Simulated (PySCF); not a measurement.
CuP (triplet)

```xyz
2

Cu    0.0000    0.0000   -0.7131
P     0.0000    0.0000    1.4489
```

The calculation used PBE0/def2-TZVPP, non-relativistic Hamiltonian with scalar-relativistic core potentials where named, at a bond length of 2.162 Å (PySCF).

Predict the electron density, electron localisation function and spin density between the atoms.

Cu–P (2.16 Å): ρ at the midpoint is about 0.66 e/Å³; the ELF peaks at about 0.80 in the valence shell of P, 0.9 Å from its nucleus, and is about 0.55 at the midpoint.
The unpaired spin (2 electrons) lies mostly on P2 (about 1.8) and Cu1 (about 0.2), in electrons by Hirshfeld's partition.

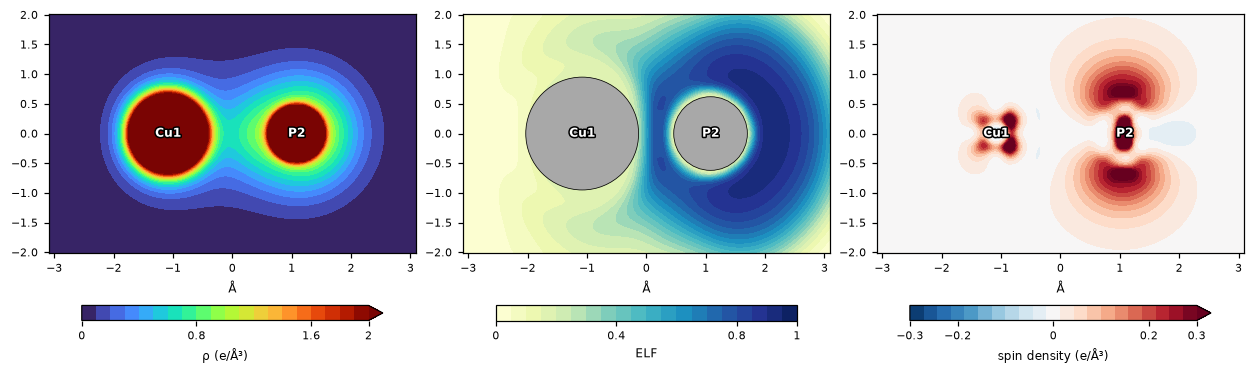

Computed electron density, electron localisation function and spin density on a plane that holds the molecular axis, in this order. Grey discs cover the atomic cores in the ELF map. 
